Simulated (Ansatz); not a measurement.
# ScAl: how the settings move a single-point run

Question: which choices in the input matter for ScAl?

Method: reference: DFT, LDA, PAW with Ansatz's default frozen-core files, scalar-relativistic, in Ansatz 0.2.0.

### Step 1. Starting point

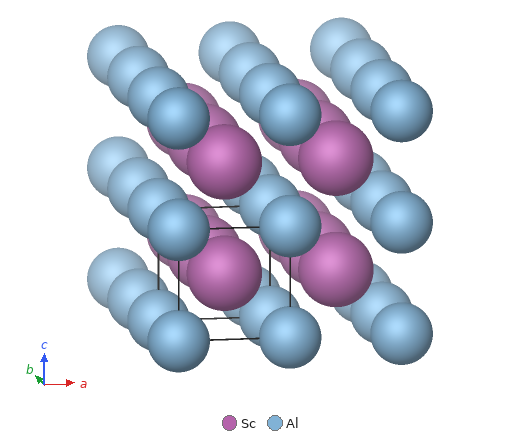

Start, viewed slightly off an axis; scandium pink, aluminium light blue. 2×3×2 cells are drawn. Atoms on the faces are drawn again on the opposite ones.

Structure file:

```
Sc Al
1.0
     2.58273    0.00000    0.00000
     0.00000    2.58273    0.00000
     0.00000    0.00000    2.58273
Sc Al
1 1
Cartesian
  1.2914 1.2914 1.2914
  0.0000 0.0000 0.0000
```

### Step 2. The reference run

input.yaml reads:

```yaml
crystal:
  lattice:
    - [2.5827302062, 0.0, 0.0]
    - [0.0, 2.5827302062, 0.0]
    - [0.0, 0.0, 2.5827302062]
  atoms:
    - { symbol: Sc, position: [0.5, 0.5, 0.5] }
    - { symbol: Al, position: [0.0, 0.0, 0.0] }
kpoints:
  mp_grid: { grid: [11, 11, 11] }
  band_path:
    path:
      - [0.0, 0.0, 0.0]
      - [0.0, 0.5, 0.0]
      - [0.5, 0.5, 0.0]
      - [0.0, 0.0, 0.0]
      - [0.5, 0.5, 0.5]
      - [0.0, 0.5, 0.0]
      - [0.5, 0.5, 0.5]
      - [0.5, 0.5, 0.0]
    npoints: 6
scf:
  occupations: { method: fermi_dirac, width: 0.05 }
hamiltonian:
  xc: lda
  pseudopotentials: { kind: paw }
output:
  forces: true
  stress: true
  eigenvalues: true
  populations: true
```

The run is started by

```sh
ansatz run input.yaml --threads 1 --pin off --max-ram 2048MiB --backend cpu --events-out ev --progress --plain --runs-dir out
```

The main lines of its log:

```text
[...]
Basis set: ecut = 420 eV, 341 PW (Γ)
[...]
k-points: 56 of 1331
[...]
SCF iter   1: F=—  HF=-2594.697447 eV  |F-HF|=—  |Δ(HF+E_count)|=         —  Δρ=3.53e-2  dr2=2.02e-1  ethr=1.77e-3  ⟨swp⟩=5.4  Hψ=3479  notcnv=0
preconditioner: auto → none  [metal: Δε(μ)=0.125 eV  Ē_g=19.408 eV  σ=0.050 eV  W_gap=0.49  n_scr=6 (ndim 8)  ℏωp=31.0 eV  f_vac=0.000  D(μ)=0.40/eV (n_scr^D=0)  sad-step TF]
SCF iter   2: F=—  HF=-2594.635210 eV  |F-HF|=—  |Δ(HF+E_count)|=   6.22e-2  Δρ=1.36e-2  dr2=2.75e-2  ethr=1.44e-3  ⟨swp⟩=2.0  Hψ=1282  notcnv=0
[...]
SCF iter   5: F=—  HF=-2594.630434 eV  |F-HF|=—  |Δ(HF+E_count)|=   7.94e-6  Δρ=2.22e-5  dr2=7.92e-8  ethr=1.68e-8  ⟨swp⟩=2.0  Hψ=1009  notcnv=0
SCF iter   6: F=-2594.630434 eV  HF=-2594.630434 eV  |F-HF|=1.70e-9  |Δ(HF+E_count)|=   2.94e-8  Δρ=3.45e-6  dr2=1.96e-9  ethr=5.66e-10  ⟨swp⟩=2.7  Hψ=2525  notcnv=0
[...]
SCF converged after 6 iterations
Free energy (F): -2594.630434 eV
[...]
E sigma→0 (E₀):  -2594.627970 eV
[...]
Fermi energy:    22.114383 eV
[...]
  P = ⅓ Tr σ = 240.0575 GPa (2400.575 kbar)
[...]
```

It took 3.4 s on 1 thread of Intel Xeon Platinum 8259CL at 2.50GHz (Skylake/Cascade Lake), shared host; peak memory 0.34 GiB.

### Step 3. Changing settings: eigensolver.kind davidson, ecutwfc 800 eV

input.yaml, as its differences from that of step 2:

```diff
@@ -23,2 +23,3 @@
   occupations: { method: fermi_dirac, width: 0.05 }
+  eigensolver: { kind: davidson }
 hamiltonian:
@@ -31 +32,3 @@
   populations: true
+basis:
+  ecutwfc: "800 eV"
```

The run is started by

```sh
ansatz run input.yaml --threads 1 --pin off --max-ram 2048MiB --backend cpu --events-out ev --progress --plain --runs-dir out
```

The program printed:

```text
Engine: ansatz 0.2.0
Pseudopotentials: kind: paw
Pseudopotential: Sc, paw, valence charge 11, recommended cutoff 420 eV (normal)
Pseudopotential: Al, paw, valence charge 3, recommended cutoff 420 eV (normal)
Functional definition: SPW92
  exchange = slater_x
  correlation = pw_c
Crystal: 2 atoms, lattice volume = 17.228 Å³
Basis set: ecut = 800 eV, 895 PW (Γ)
Bands: 11, of which v1, the nominal top of the filled ones, is band 7 counted from 1 (6 counted from 0)
Symmetry: 48 space group operations
Space group: Pm-3m (ITA 221), of the structure as read, at distance tolerance 2.6e-5 Å
k-points: 56 of 1331
Non-local potential: Sc, projectors of the file, l = 0: 3, l = 1: 2, l = 2: 3, l = 3: 1
Non-local potential: Al, projectors of the file, l = 0: 2, l = 1: 2, l = 2: 1
PAW form: soft (Blöchl's): semilocal exchange-correlation on the pseudo side does not see the compensation charge
PAW frozen core: Sc, regenerated for the run's functional, and the local potential with it (the file was generated under x = pbe(κ = 0.804, μ = 0.2195149727645171), c = pbe(β = 0.06672455060314922))
PAW frozen core: Al, regenerated for the run's functional, and the local potential with it (the file was generated under x = pbe(κ = 0.804, μ = 0.2195149727645171), c = pbe(β = 0.06672455060314922))
PAW one-centre angular grid: Sc, 590 points (default); XC on 64 Gauss nodes
PAW one-centre angular grid: Al, 110 points (default); XC on 64 Gauss nodes
Initial density: superposition of atomic densities (neutral atoms: chi_scale 0, normalization atom), corrected by the library's trained network
Initial wavefunctions: pseudopotential atomic-orbital guess
Functional: x = slater, c = lda
SCF iter   1: F=—  HF=-2594.699063 eV  |F-HF|=—  |Δ(HF+E_count)|=         —  Δρ=3.51e-2  dr2=1.98e-1  ethr=1.77e-3  ⟨swp⟩=5.9  Hψ=2970  notcnv=0
preconditioner: auto → none  [metal: Δε(μ)=0.125 eV  Ē_g=19.414 eV  σ=0.050 eV  W_gap=0.49  n_scr=6 (ndim 8)  ℏωp=31.0 eV  f_vac=0.000  D(μ)=0.39/eV (n_scr^D=0)  sad-step TF]
SCF iter   2: F=—  HF=-2594.636632 eV  |F-HF|=—  |Δ(HF+E_count)|=   6.24e-2  Δρ=1.44e-2  dr2=3.25e-2  ethr=1.42e-3  ⟨swp⟩=3.1  Hψ=1419  notcnv=0  defer=3
iter 3 solved again at ethr=2.87e-6 eV; its pass at ethr=2.32e-4 eV (dr2=4.02e-4 eV) is discarded
SCF iter   3: F=—  HF=-2594.632030 eV  |F-HF|=—  |Δ(HF+E_count)|=   4.60e-3  Δρ=2.14e-3  dr2=3.74e-4  ethr=2.87e-6  ⟨swp⟩=3.0  Hψ=2846  notcnv=0  defer=3
SCF iter   4: F=—  HF=-2594.632625 eV  |F-HF|=—  |Δ(HF+E_count)|=   5.95e-4  Δρ=4.23e-4  dr2=1.46e-5  ethr=2.67e-6  ⟨swp⟩=3.0  Hψ=1462  notcnv=0
SCF iter   5: F=—  HF=-2594.632643 eV  |F-HF|=—  |Δ(HF+E_count)|=   1.83e-5  Δρ=3.87e-5  dr2=2.91e-7  ethr=1.04e-7  ⟨swp⟩=3.3  Hψ=1195  notcnv=0
SCF iter   6: F=-2594.632643 eV  HF=-2594.632643 eV  |F-HF|=1.53e-8  |Δ(HF+E_count)|=   1.33e-9  Δρ=9.84e-6  dr2=1.82e-8  ethr=2.08e-9  ⟨swp⟩=3.9  Hψ=1404  notcnv=0
SCF 1 converged in 6 iterations: F = -2594.632643 eV  dr2 = 1.82e-8
  Residual-converged pass: ⟨swp⟩=3.0  Hψ=1378  notcnv=0  max |occ|·‖R‖ = 6.4e-6 eV (tolerance 6.7e-6 eV)  dr2=1.88e-8  dr2_onsite=2.86e-9  max |Δocc| = 7.4e-10
NSCF: frozen V_eff on 43 k-points
SCF converged after 6 iterations
Free energy (F): -2594.632643 eV
Harris-Foulkes:  -2594.632643 eV  (|F-HF|=1.53e-8)
Internal energy: -2594.627716 eV  (E = F + TS)
E sigma→0 (E₀):  -2594.630180 eV
Entropy (-TS):   -0.004927 eV (-2.464 meV/atom)
Fermi energy:    22.113884 eV
--- Per-component energies (eV) ---
  E_band       = 31.943446
  E_kinetic    = 326.068340
  E_local      = -581.669986  (includes V_loc(G=0)·N_el)
  E_nonlocal   = 114.115096
  E_hartree    = 240.807864
  E_xc         = -156.332816
  E_vxc        = -175.502532  (∫ρ·V_xc dr)
  E_paw        = -1362.199514  (= ΣΔE_a)
  E_vpaw       = -132.679156  (= ΣTr[D̂ρ^β])
  E_aug_tail   = -0.000001  (compensation charges beyond the density's cutoff)
  E_ewald      = -1175.777339
  E_core_change = 0.360639  (= ΣΔE_core)
  E_smearing   = -0.004927  (= −TS)
  E_closure    = 0.000000  (closes the sum)
  Σ components = -2594.632643   (vs F -2594.632643, Δ=0.00e0)
--- Forces (eV/Å), atoms counted from 1 ---
  atom   1  Sc     0.00000000    -0.00000000     0.00000000
  atom   2  Al    -0.00000000    -0.00000000     0.00000000
  max |Σ_I F_I| component: 2.28e-29 eV/Å
--- Stress (GPa, compression-positive) ---
      240.023555       0.000000       0.000000
        0.000000     240.023555      -0.000000
        0.000000      -0.000000     240.023555
  P = ⅓ Tr σ = 240.0236 GPa (2400.236 kbar)
--- Band table (eV; the first three rows and the last of 56) ---
  k-point 0: bands = ["-25.5862", "-3.7434", "-3.7434", "-3.7434", "11.8377", "18.7326", "18.7326", "27.3480", "27.3480", "27.3480", "31.7716"]
  k-point 1: bands = ["-25.5567", "-3.9566", "-3.7270", "-3.7270", "12.1119", "18.8670", "18.9122", "26.7762", "26.7762", "27.4056", "31.1634"]
  k-point 2: bands = ["-25.4766", "-4.5005", "-3.6826", "-3.6826", "12.8540", "19.2570", "19.3047", "25.6444", "25.6444", "27.5644", "30.1727"]
  k-point 55: bands = ["-24.5590", "-5.1843", "-5.1761", "-5.1761", "16.6587", "16.8340", "16.8340", "27.7469", "29.0404", "29.0404", "29.6525"]
--- Löwdin populations: 2 sites ---
  site symbol       q [e]
     0     Sc     11.3750
     1     Al      2.5108
  spilling = 0.008158 (of n_electrons = 14.000000)
```

It took 2.7 s on 1 thread of Intel Xeon Platinum 8259CL at 2.50GHz (Skylake/Cascade Lake), shared host; peak memory 0.37 GiB.

Changing the solver and cutoff moves the energy by -1.1 meV/atom. More plane waves (800 against 420 eV) lower the energy, so the reference carries about that much basis error.

### Step 4. Variant: symmetry.detect false, eigensolver.kind davidson

input.yaml, as its differences from that of step 2:

```diff
@@ -8,2 +8,3 @@
     - { symbol: Al, position: [0.0, 0.0, 0.0] }
+  symmetry: { detect: false }
 kpoints:
@@ -23,2 +24,3 @@
   occupations: { method: fermi_dirac, width: 0.05 }
+  eigensolver: { kind: davidson }
 hamiltonian:
```

The run is started by

```sh
ansatz run input.yaml --threads 1 --pin off --max-ram 2048MiB --backend cpu --events-out ev --progress --plain --runs-dir out
```

The program printed:

```text
[... 7 set-up lines as earlier in the session ...]
Crystal: 2 atoms, lattice volume = 17.228 Å³
Basis set: ecut = 420 eV, 341 PW (Γ)
Bands: 11, of which v1, the nominal top of the filled ones, is band 7 counted from 1 (6 counted from 0)
Symmetry: 1 space group operations
k-points: 666 of 1331 (time reversal used)
[... 10 set-up lines as earlier in the session ...]
SCF iter   1: F=—  HF=-2594.696872 eV  |F-HF|=—  |Δ(HF+E_count)|=         —  Δρ=3.51e-2  dr2=1.99e-1  ethr=1.77e-3  ⟨swp⟩=5.8  Hψ=35189  notcnv=0
preconditioner: auto → none  [metal: Δε(μ)=0.125 eV  Ē_g=19.413 eV  σ=0.050 eV  W_gap=0.49  n_scr=6 (ndim 8)  ℏωp=31.0 eV  f_vac=0.000  D(μ)=0.40/eV (n_scr^D=0)  sad-step TF]
SCF iter   2: F=—  HF=-2594.634456 eV  |F-HF|=—  |Δ(HF+E_count)|=   6.24e-2  Δρ=1.43e-2  dr2=3.19e-2  ethr=1.42e-3  ⟨swp⟩=3.1  Hψ=16845  notcnv=0  defer=33
iter 3 solved again at ethr=2.50e-6 eV; its pass at ethr=2.28e-4 eV (dr2=3.50e-4 eV) is discarded
SCF iter   3: F=—  HF=-2594.629825 eV  |F-HF|=—  |Δ(HF+E_count)|=   4.63e-3  Δρ=2.10e-3  dr2=3.27e-4  ethr=2.50e-6  ⟨swp⟩=3.1  Hψ=33807  notcnv=0  defer=14
SCF iter   4: F=—  HF=-2594.630418 eV  |F-HF|=—  |Δ(HF+E_count)|=   5.93e-4  Δρ=4.02e-4  dr2=1.32e-5  ethr=2.34e-6  ⟨swp⟩=3.0  Hψ=17478  notcnv=0  defer=5
SCF iter   5: F=—  HF=-2594.630434 eV  |F-HF|=—  |Δ(HF+E_count)|=   1.63e-5  Δρ=3.33e-5  dr2=2.03e-7  ethr=9.46e-8  ⟨swp⟩=3.3  Hψ=14259  notcnv=0  defer=3
SCF iter   6: F=-2594.630434 eV  HF=-2594.630434 eV  |F-HF|=1.20e-8  |Δ(HF+E_count)|=   7.46e-9  Δρ=8.78e-6  dr2=1.44e-8  ethr=1.45e-9  ⟨swp⟩=4.0  Hψ=17074  notcnv=0
the search or the solves at the SCF's close may have found levels that the self-consistency loop had missed (the run counts none). By its estimate they hold under 1e-12 electrons; where the run keeps them, the occupations were computed again with them
SCF 1 converged in 6 iterations: F = -2594.630434 eV  dr2 = 1.44e-8
  Residual-converged pass: ⟨swp⟩=3.0  Hψ=14731  notcnv=0  max |occ|·‖R‖ = 6.6e-6 eV (tolerance 6.7e-6 eV)  dr2=1.48e-8  dr2_onsite=2.09e-9  max |Δocc| = 8.5e-10
NSCF: frozen V_eff on 43 k-points
SCF converged after 6 iterations
Free energy (F): -2594.630434 eV
Harris-Foulkes:  -2594.630434 eV  (|F-HF|=1.20e-8)
Internal energy: -2594.625506 eV  (E = F + TS)
E sigma→0 (E₀):  -2594.627970 eV
Entropy (-TS):   -0.004929 eV (-2.464 meV/atom)
Fermi energy:    22.114311 eV
--- Per-component energies (eV) ---
  E_band       = 31.947947
  E_kinetic    = 326.070830
  E_local      = -581.670355  (includes V_loc(G=0)·N_el)
  E_nonlocal   = 114.114536
  E_hartree    = 240.810673
  E_xc         = -156.332971
  E_vxc        = -175.502828  (∫ρ·V_xc dr)
  E_paw        = -1362.201520  (= ΣΔE_a)
  E_vpaw       = -132.682177  (= ΣTr[D̂ρ^β])
  E_aug_tail   = 0.000001  (compensation charges beyond the density's cutoff)
  E_ewald      = -1175.777339
  E_core_change = 0.360639  (= ΣΔE_core)
  E_smearing   = -0.004929  (= −TS)
  E_closure    = 0.000000  (closes the sum)
  Σ components = -2594.630434   (vs F -2594.630434, Δ=0.00e0)
--- Forces (eV/Å), atoms counted from 1 ---
  atom   1  Sc     0.00000007     0.00000012     0.00000010
  atom   2  Al    -0.00000005    -0.00000008    -0.00000006
  max |Σ_I F_I| component: 4.15e-8 eV/Å
--- Stress (GPa, compression-positive) ---
      240.057044      -0.000005      -0.000002
       -0.000005     240.056819      -0.000005
       -0.000002      -0.000005     240.057176
  P = ⅓ Tr σ = 240.0570 GPa (2400.570 kbar)
--- Band table (eV; the first three rows and the last of 666) ---
  k-point 0: bands = ["-25.5859", "-3.7432", "-3.7432", "-3.7431", "11.8379", "18.7328", "18.7328", "27.3483", "27.3484", "27.3484", "31.7730"]
  k-point 1: bands = ["-25.5564", "-3.9564", "-3.7268", "-3.7267", "12.1121", "18.8672", "18.9124", "26.7766", "26.7766", "27.4059", "31.1646"]
  k-point 2: bands = ["-25.4763", "-4.5002", "-3.6824", "-3.6823", "12.8542", "19.2572", "19.3050", "25.6448", "25.6448", "27.5647", "30.1736"]
  k-point 665: bands = ["-25.1557", "-5.9727", "-3.7090", "-3.6836", "16.6515", "17.9974", "21.3519", "22.1921", "23.9551", "27.0435", "30.2205"]
--- Löwdin populations: 2 sites ---
  site symbol       q [e]
     0     Sc     11.3750
     1     Al      2.5109
  spilling = 0.008148 (of n_electrons = 14.000000)
```

It took 18 s on 1 thread of Intel Xeon Platinum 8259CL at 2.50GHz (Skylake/Cascade Lake), shared host; peak memory 0.43 GiB.

Energy and cycle count are those of the reference, so the change (use of symmetry and solver) left the result and the number of cycles as they were. Cost: 18 s against 3.4 s.

### Step 5. All runs together

```tsv
run	ending	energy change	pressure (GPa)	gap (eV)	force (eV/Å)	cycles	time
reference	converged	0	240.1	0.00	0.00	6	3.4 s
1: eigensolver.kind davidson, ecutwfc 800 eV	converged	-1.1 meV/atom	240.0	0.00	0.00	6	2.7 s
2: symmetry.detect false, eigensolver.kind davidson	converged	0.0 meV/atom	240.1	0.00	0.00	6	18 s
```

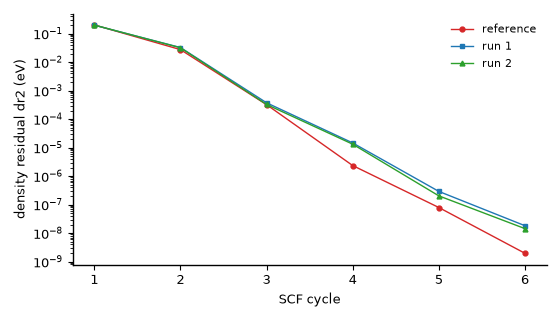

Residual by cycle in the longest SCF loop of each run; runs are numbered as in the table.

**Reading.** Of the converged runs whose energies compare with the reference's, «eigensolver.kind davidson, ecutwfc 800 eV» moves the energy most (-1.1 meV/atom) and «symmetry.detect false, eigensolver.kind davidson» least (0.0 meV/atom). The pressure spans 240.0 to 240.1 GPa over the reference and the converged variants. Of the variants the dearest is «symmetry.detect false, eigensolver.kind davidson» (18 s), the cheapest «eigensolver.kind davidson, ecutwfc 800 eV» (2.7 s), on a shared host. The structure is not at rest: the sound run finds 240 GPa, so these are no properties of the relaxed crystal. 
